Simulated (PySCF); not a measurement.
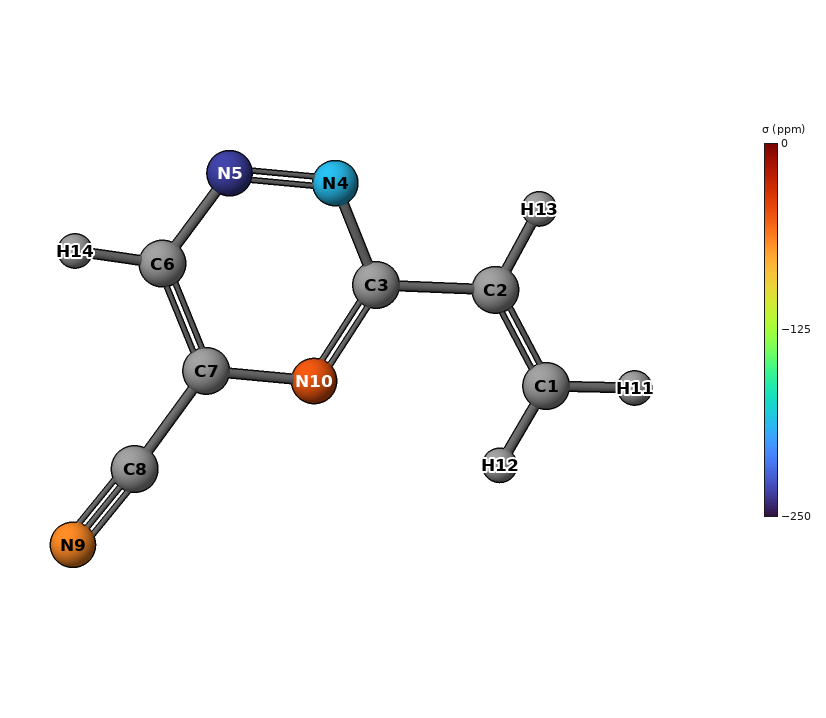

Atoms are coloured by their isotropic NMR shieldings (N only, the others grey). Computed geometry: GFN2-xTB optimisation. No frequency run is at hand to confirm it as a minimum. Level of theory: GIAO PBE0/pcSseg-1 NMR shielding, non-relativistic, gas phase (PySCF 2.14.0).

Question: Which N atom is the most shielded (lowest chemical shift)?

Answer: N10 (−48.9 ppm).

Question: Which N atom is the least shielded (highest chemical shift)?

Answer: N5 (−233.2 ppm).

Question: How wide is the range of N shifts?

Answer: 184.3 ppm.

List the isotropic NMR shieldings of the N atoms.

| atom | σ (ppm) |
| --- | --- |
| N4 | −186.6 |
| N5 | −233.2 |
| N9 | −65.7 |
| N10 | −48.9 |
